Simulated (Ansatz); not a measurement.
**SnGeH6 (SMILES [GeH3][SnH3]): RPA@PBE0/def2-SVP (core potential)**

What is the electronic atomisation energy of SnGeH6 at RPA@PBE0/def2-SVP (core potential)? 

The calculation is run with Ansatz 0.2.0.

41 further runs of the same task are left out: 41 set aside as unsound or not needed.

## (1) Starting point

SnGeH6 has 8 atoms, charge 0, and is taken as a singlet. As SMILES, `[GeH3][SnH3]`. The coordinates come from a PBE0-D4/def2-TZVP relaxation.

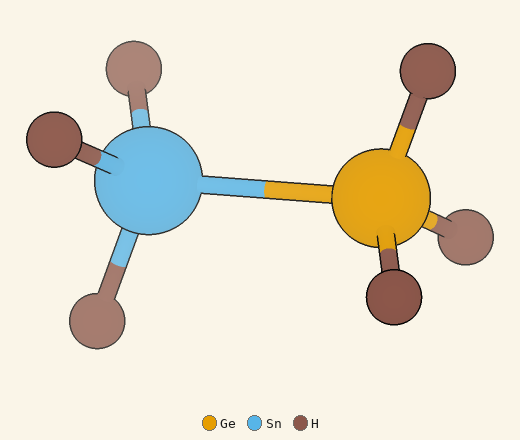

The structure, seen from a chosen angle (germanium amber, tin blue, hydrogen brown).

## (2) A single-point energy at RPA@PBE0/def2-SVP (core potential)

The input, run.yaml:

```yaml
crystal:
  periodic: [false, false, false]
  atoms:
    - symbol: Ge
      position_ang: [-0.754100, 0.285800, -1.041300]
    - symbol: Sn
      position_ang: [0.751500, -0.290300, 0.992300]
    - symbol: H
      position_ang: [-1.830800, 1.307300, -0.639500]
    - symbol: H
      position_ang: [-1.453400, -0.978600, -1.567000]
    - symbol: H
      position_ang: [0.087500, 0.886500, -2.179300]
    - symbol: H
      position_ang: [-0.187600, -0.932800, 2.265200]
    - symbol: H
      position_ang: [1.931000, -1.444200, 0.553800]
    - symbol: H
      position_ang: [1.547900, 1.109100, 1.560100]
basis:
  gaussian:
    orbitals: def2-SVP
hamiltonian:
  xc: pbe0
correlation:
  method: rpa
  frozen_orbitals: {Ge: 9, H: 0, Sn: 4}
accuracy: high
```

Started as:

```sh
ansatz run run.yaml --threads 1 --pin off --max-ram 3480MiB --events-out events.jsonl --progress --plain --runs-dir runs
```

The log of the run:

```text
Warning: RAYON_NUM_THREADS=1 ignored (pool sized by the plan → 1); use --threads N
Functional definition: PBE0
  name "PBE0"
  parameter a = 0.25
  parameter kappa = 0.804
  parameter beta = 0.06672455060314922
  exchange = (1 - a)*pbe_x(kappa = kappa, mu = beta*pi^2/3) + a*exact_x
  correlation = pbe_c(beta = beta)
2024 factors; integrals over basis functions are off by at most 1.1e-8 eV
mean field evaluation 1: about -62432.0974 eV, gradient 1.4e1 eV
mean field evaluation 2: about -62432.1719 eV, gradient 1.4e1 eV
mean field evaluation 4: about -62432.5056 eV, gradient 1.7e0 eV
mean field evaluation 8: about -62432.5102 eV, gradient 6.9e-2 eV
mean field evaluation 16: about -62432.5102 eV, gradient 6.5e-6 eV
mean field -62432.51018244 eV, -2294.3524309294 hartree, gradient 5.1e-8 eV, S^2 0.000000; 0 other end points of the search recorded, 0 dependent functions left out
13 core orbitals not correlated: weight in the atoms' cores, before any rotation towards them, 1.000 or more for the frozen orbitals, at most 0.000 for the correlated occupied ones
reference -62365.60240875 eV, -2291.8936155981 hartree; 17, 17 occupied and 58, 58 virtual orbitals, 2024 factors
Total energy: -62380.94631668 eV, -2292.4574938140 hartree
```

It took 12 s on 1 thread of Arm Neoverse V2, shared host; peak memory 0.4 GiB.

## (3) The Ge atom at the same level

The input, run.yaml:

```yaml
crystal:
  periodic: [false, false, false]
  atoms:
    - symbol: Ge
      position_ang: [0.000000, 0.000000, 0.000000]
basis:
  gaussian: {orbitals: def2-SVP}
magnetization: {spin_polarized: true, initial_magnetization: 2}
hamiltonian: {xc: pbe0}
correlation: {method: rpa, frozen_orbitals: {Ge: 9}}
accuracy: high
```

Run the same way, it converges to -2075.28590 Eh (log not shown).

## (4) The H atom, same level

The input, job.yaml:

```yaml
crystal:
  periodic: [false, false, false]
  atoms:
    - {symbol: H, position_ang: [0.000000, 0.000000, 0.000000]}
basis:
  gaussian:
    orbitals: def2-SVP
magnetization:
  spin_polarized: true
  initial_magnetization: 1
hamiltonian:
  xc: pbe0
correlation:
  method: rpa
  frozen_orbitals: {H: 0}
accuracy: high
```

Run the same way, it converges to -0.51113 Eh (log not shown).

## (5) The Sn atom, same level

The input, molecule.yaml:

```yaml
basis:
  gaussian:
    orbitals: def2-SVP
crystal:
  periodic: [false, false, false]
  atoms:
    - {symbol: Sn, position_ang: [0.000000, 0.000000, 0.000000]}
magnetization:
  spin_polarized: true
  initial_magnetization: 2
correlation:
  method: rpa
  frozen_orbitals: {Sn: 4}
hamiltonian:
  xc: {name: PBE0}
accuracy: high
```

Run the same way, it converges to -213.43237 Eh (log not shown).

## (6) Results

Level: RPA@PBE0/def2-SVP (core potential), 13 core orbitals frozen.

| quantity | value |
| --- | --- |
| molecule: total energy | -2292.45749 Eh |
| molecule: RPA correlation energy (valence) | -563.9 mEh |
| Ge atom: total energy | -2075.28590 Eh |
| Ge atom: RPA correlation energy (valence) | -234.8 mEh |
| Ge atom: ⟨S²⟩ of the reference determinant | 2.003 |
| H atom: total energy | -0.51113 Eh |
| H atom: RPA correlation energy | -11.9 mEh |
| H atom: ⟨S²⟩ of the reference determinant | 0.750 |
| Sn atom: total energy | -213.43237 Eh |
| Sn atom: RPA correlation energy (valence) | -101.5 mEh |
| Sn atom: ⟨S²⟩ of the reference determinant | 2.003 |
| electronic atomisation energy | 18.298 eV |

**Reading.** Taking the molecule apart into free atoms costs 18.30 eV (422 kcal/mol), before zero-point energy and without spin-orbit coupling.
